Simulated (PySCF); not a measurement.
# C₂H₆BCl₃S: what the fields show

```json
{"atom": "C", "x (Å)": "-0.6080", "y (Å)": "-1.5359", "z (Å)": "0.2185"}
{"atom": "S", "x (Å)": "-0.1181", "y (Å)": "0.0496", "z (Å)": "0.9521"}
{"atom": "C", "x (Å)": "-1.1844", "y (Å)": "1.1716", "z (Å)": "0.0056"}
{"atom": "B", "x (Å)": "1.7529", "y (Å)": "0.3674", "z (Å)": "-0.0833"}
{"atom": "Cl", "x (Å)": "2.8228", "y (Å)": "-0.9109", "z (Å)": "0.5917"}
{"atom": "Cl", "x (Å)": "2.1894", "y (Å)": "2.0553", "z (Å)": "0.3590"}
{"atom": "Cl", "x (Å)": "1.3499", "y (Å)": "0.1441", "z (Å)": "-1.8318"}
{"atom": "H", "x (Å)": "-0.4634", "y (Å)": "-1.4909", "z (Å)": "-0.8570"}
{"atom": "H", "x (Å)": "-1.6444", "y (Å)": "-1.7308", "z (Å)": "0.4724"}
{"atom": "H", "x (Å)": "0.0354", "y (Å)": "-2.2956", "z (Å)": "0.6510"}
{"atom": "H", "x (Å)": "-0.9170", "y (Å)": "2.1821", "z (Å)": "0.2981"}
{"atom": "H", "x (Å)": "-1.0009", "y (Å)": "1.0280", "z (Å)": "-1.0553"}
{"atom": "H", "x (Å)": "-2.2185", "y (Å)": "0.9666", "z (Å)": "0.2612"}
```

Geometry: GFN2-xTB.

These are results of CAM-B3LYP/def2-SVPD, SCF density, in a chloroform solvent model (PySCF 2.14.0), not measurements.

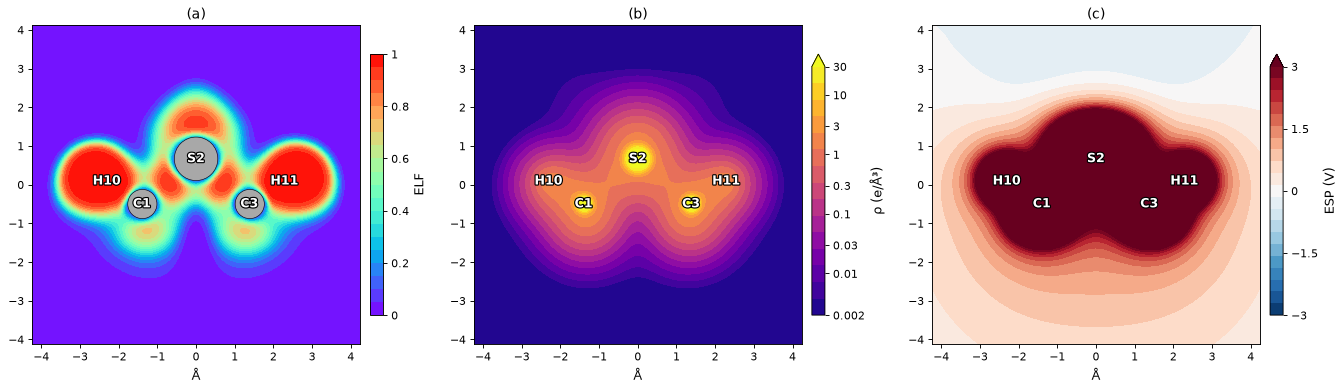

Figure 1. (a) electron localisation function; (b) total electron density; (c) electrostatic potential on the plane of atoms C1, S2 and C3. Grey discs cover the atomic cores in the ELF map.

**Describe what can be read from this map.**

The plane passes through C, S and H nuclei. C–S (1.81 Å): ρ at the midpoint is about 1.3 e/Å³; the ELF peaks at about 0.95 between the atoms (a covalent bond). C–H (1.09 Å): ρ at the midpoint is about 2 e/Å³; the ELF climbs to about 1 towards the hydrogen, as it does in any bond to H (a covalent bond by its length). The ELF also peaks beside S2, away from the bonds: lone-pair regions. Outside the dense part of the molecule the potential is most negative (−0.4 V) near Cl6, which lies off the plane.

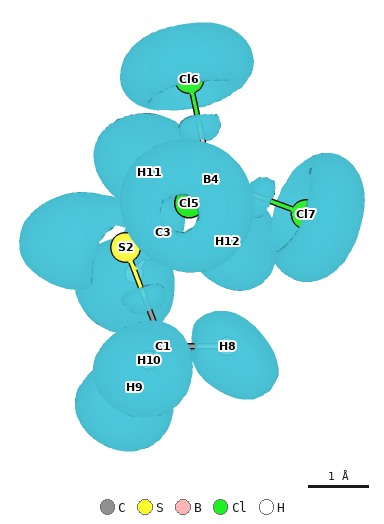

Figure 2. Isosurface of the electron localisation function at 0.85 (cyan), seen at an oblique angle. Core shells and regions of very low density are left out.

**Where are the electrons localised?**

At this value the surface marks out three regions between bonded B–Cl atoms (shared pairs), two regions between bonded C–S atoms (shared pairs), six regions around hydrogen nuclei, three rings or bowls of non-bonding electrons around Cl and one region wrapped around S (its lone pairs, merged into a ring or cap).


B–Cl (1.80 Å): the ELF peaks at about 0.90 between the atoms: a shared but strongly polarised pair.

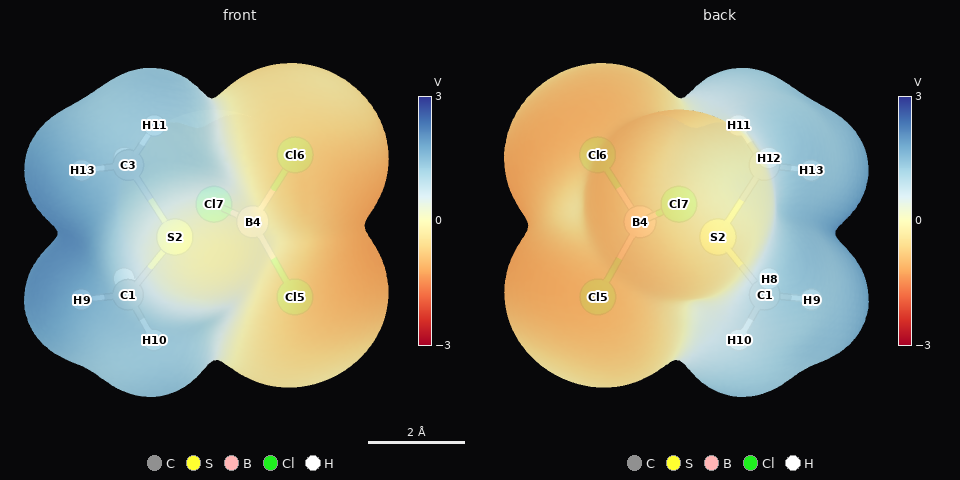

Figure 3. The electrostatic potential painted on the density surface at 0.002 e/bohr³, seen from the front and from behind; the colour scale runs from red (negative) to blue (positive).

**Where is the surface potential most negative and most positive?**

The most negative region (about −1.2 V, or −28 kcal/mol for a unit charge) lies over Cl5 and Cl6, the most positive (about +2.1 V, or +48 kcal/mol for a unit charge) over S2, H9 and H13.

**How polar is the molecule by this calculation?**

Its dipole moment is 7.18 D.
